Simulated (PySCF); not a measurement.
**HCl (hydrogen chloride) at B3LYP/6-31G**

What is the energy change on altering one bond length of HCl (hydrogen chloride) at B3LYP/6-31G? 

The calculation is run with PySCF 2.14.0.

12 further runs of the same task are left out: 3 that didn't finish, 9 set aside as unsound or not needed.

### 1 The structure to begin with

HCl has 2 atoms, charge 0, and is taken as a singlet. SMILES: `Cl`. The shape is that of a PBE0-D4/def2-TZVP optimisation.

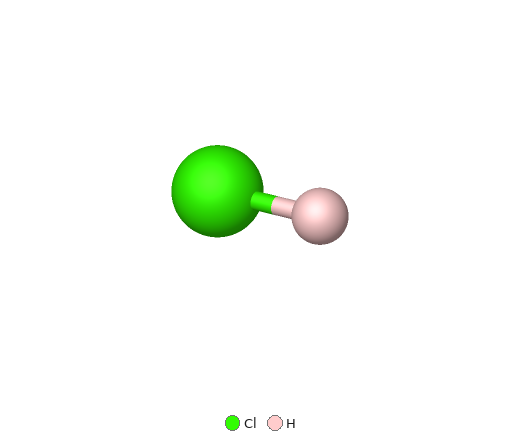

Viewed from a chosen angle; chlorine green, hydrogen pink.

### 2 The energy at B3LYP/6-31G

The input, run.py:

```python
# Cl
from pyscf import gto, dft

system = gto.Mole()
system.atom = [
    ('Cl', (0.546000, -0.178500, 0.280800)),
    ('H', (-0.546000, 0.178500, -0.280800)),
]
system.verbose = 4
system.max_memory = 1860
system.charge = 0
system.basis = '6-31g'
system.spin = 0
system.build()

ks = dft.RKS(system, xc='b3lyp')
ks.conv_tol = 1e-10
ks.grids.level = 5
ks.kernel()
if not ks.converged:
    ks = ks.newton().run(ks.mo_coeff, ks.mo_occ)

etot = ks.e_tot
print('E = %.10f Eh' % etot)
```

Started as:

```console
$ OMP_NUM_THREADS=1 python run.py
```

The program printed:

```text
PySCF version 2.14.0

[INPUT] num. atoms = 2
[INPUT] num. electrons = 18
[INPUT] charge = 0
[INPUT] spin (= nelec alpha-beta = 2S) = 0
[INPUT] symmetry False subgroup None
[INPUT] Mole.unit = angstrom
[INPUT] Symbol           X                Y                Z      unit          X                Y                Z       unit  Magmom
[INPUT]  1 Cl     0.546000000000  -0.178500000000   0.280800000000 AA    1.031790464013  -0.337316113235   0.530635095778 Bohr   0.0
[INPUT]  2 H     -0.546000000000   0.178500000000  -0.280800000000 AA   -1.031790464013   0.337316113235  -0.530635095778 Bohr   0.0

nuclear repulsion = 7.03477695309743
number of shells = 9
number of NR pGTOs = 50
number of NR cGTOs = 15
basis = 6-31g
ecp = {}

******** <class 'pyscf.dft.rks.RKS'> ********
method = RKS
initial guess = minao
damping factor = 0
level_shift factor = 0
DIIS = <class 'pyscf.scf.diis.CDIIS'>
diis_start_cycle = 1
diis_space = 8
diis_damp = 0
SCF conv_tol = 1e-10
SCF conv_tol_grad = None
SCF max_cycles = 50
direct_scf = True
direct_scf_tol = 1e-13
XC library pyscf.dft.libxc version 7.0.0
    S. Lehtola, C. Steigemann, M. J.T. Oliveira, and M. A.L. Marques.,  SoftwareX 7, 1–5 (2018)
XC functionals = b3lyp
    P. J. Stephens, F. J. Devlin, C. F. Chabalowski, and M. J. Frisch.,  J. Phys. Chem. 98, 11623 (1994)
radial grids:
    Treutler-Ahlrichs [JCP 102, 346 (1995); DOI:10.1063/1.469408] (M4) radial grids

becke partition: Becke, JCP 88, 2547 (1988); DOI:10.1063/1.454033
pruning grids: <function nwchem_prune>
grids dens level: 5
symmetrized grids: False
atomic radii adjust function: <function treutler_atomic_radii_adjust>
small_rho_cutoff = 0
Set gradient conv threshold to 1e-05
Initial guess from minao.
tot grids = 66592
init E= -460.753361207337
  HOMO = -0.372090118197516  LUMO = 0.011721820199495  gap/eV = 10.44405
cycle= 1 E= -460.756289771867  delta_E= -0.00293  |g|= 0.22  |ddm|= 1.05
  HOMO = -0.291120209108681  LUMO = 0.0115751318587146  gap/eV = 8.23676
cycle= 2 E= -460.761665209557  delta_E= -0.00538  |g|= 0.204  |ddm|= 0.694
  HOMO = -0.336691490828512  LUMO = 0.00681054348675836  gap/eV = 9.34717
cycle= 3 E= -460.775330607384  delta_E= -0.0137  |g|= 0.00834  |ddm|= 0.322
  HOMO = -0.333927937044304  LUMO = 0.0112550025758502  gap/eV = 9.39291
cycle= 4 E= -460.775356845889  delta_E= -2.62e-05  |g|= 0.000557  |ddm|= 0.0159
  HOMO = -0.334110476010957  LUMO = 0.0111108796510849  gap/eV = 9.39395
cycle= 5 E= -460.775356974284  delta_E= -1.28e-07  |g|= 1.93e-05  |ddm|= 0.00129
  HOMO = -0.334108496374119  LUMO = 0.0111164068848799  gap/eV = 9.39405
cycle= 6 E= -460.775356974438  delta_E= -1.53e-10  |g|= 9.48e-07  |ddm|= 3.46e-05
  HOMO = -0.334108773156387  LUMO = 0.0111161158956053  gap/eV = 9.39405
cycle= 7 E= -460.775356974438  delta_E= -4.55e-13  |g|= 1.99e-08  |ddm|= 1.84e-06
  HOMO = -0.334108765101442  LUMO = 0.0111161175356751  gap/eV = 9.39405
Extra cycle  E= -460.775356974438  delta_E= -2.84e-13  |g|= 1.26e-08  |ddm|= 7.63e-08
converged SCF energy = -460.775356974438
E = -460.7753569744 Eh
```

Run time: 1.6 s. Hardware: 1 thread of Arm Neoverse V1, shared host; peak memory 0.15 GiB.

### 3 The distorted shape

The input, mol.xyz:

```xyz
2

Cl     1.419579    -0.464093     0.730069
H     -0.546000     0.178500    -0.280800
```

The input, job.py:

```python
from pyscf import gto, dft

mol = gto.M(
    atom='mol.xyz',
    verbose=3,
    basis='6-31g',
    max_memory=1860,
)

ks = dft.RKS(mol, xc='b3lyp')
ks.conv_tol = 1e-10
ks.grids.level = 5
ks.kernel()
if not ks.converged:
    ks = ks.newton().run(ks.mo_coeff, ks.mo_occ)

etot = ks.e_tot
print('E = %.10f Eh' % etot)
```

Started as:

```console
$ OMP_NUM_THREADS=1 python job.py
```

The program printed:

```text
converged SCF energy = -460.657467838184
E = -460.6574678382 Eh
```

Run time: 1.4 s. Hardware: 1 thread of Arm Neoverse V1, shared host; peak memory 0.15 GiB.

### 4 Summary of results

Level: B3LYP/6-31G.

| quantity | value |
| --- | --- |
| first shape: total energy | -460.77536 Eh |
| first shape: dipole moment | 1.77 D |
| first shape: HOMO energy | -9.09 eV |
| first shape: LUMO energy | 0.30 eV |
| first shape: HOMO–LUMO gap | 9.39 eV |
| distorted shape: total energy | -460.65747 Eh |
| distorted shape: dipole moment | 2.11 D |
| distorted shape: HOMO energy | -8.65 eV |
| distorted shape: LUMO energy | -5.79 eV |
| distorted shape: HOMO–LUMO gap | 2.86 eV |
| energy change with the Cl1–H2 bond stretched from 1.279 to 2.302 Å | 3.208 eV |

In words: One bond (distorted shape) is far stretched, which a spin-restricted single reference describes badly; a broken-symmetry solution may lie lower. With the Cl1–H2 bond stretched from 1.279 to 2.302 Å the energy rises by 3.21 eV (310 kJ/mol). The first shape isn't relaxed at this level, so the change isn't measured from a minimum. A restricted reference can't describe the breaking bond well at this length.
